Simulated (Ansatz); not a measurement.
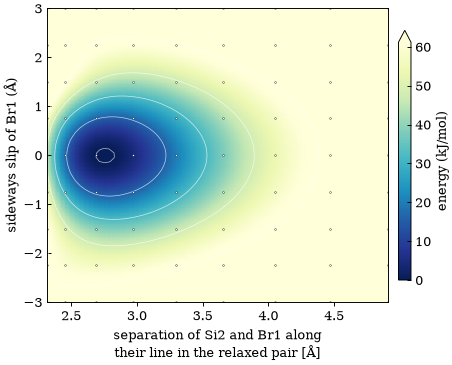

The pair Br···FH₃Si, charge −1. 
- Coordinates scanned: (1) separation of Si2 and Br1 along their line in the relaxed pair; (2) sideways slip of Br1.
- Nothing is relaxed (both partners rigid).
- The scan uses a 9 × 9 grid.
- Points are written as (first, second).
- All energies are given in kJ/mol relative to the lowest grid point.
- These are results of RKS PBE0-D4/def2-TZVPD (Ansatz), not measurements.

Drawn: a smooth colour map with a few white contour lines, dots at the grid points, one colour for all values above the top of the scale. Between grid points the surface is interpolated.

### Estimate the position of the minimum and the force constants in these coordinates.

The interpolated minimum is at the first coordinate ≈ 2.753 Å, sideways slip of Br1 ≈ 0.00 Å. The curvatures there are about 2.8 eV/Å² and 0.66 eV/Å², with a cross term of about 0 eV/Å². Round the minimum the two coordinates are nearly uncoupled. (1 eV is 96.5 kJ/mol.)
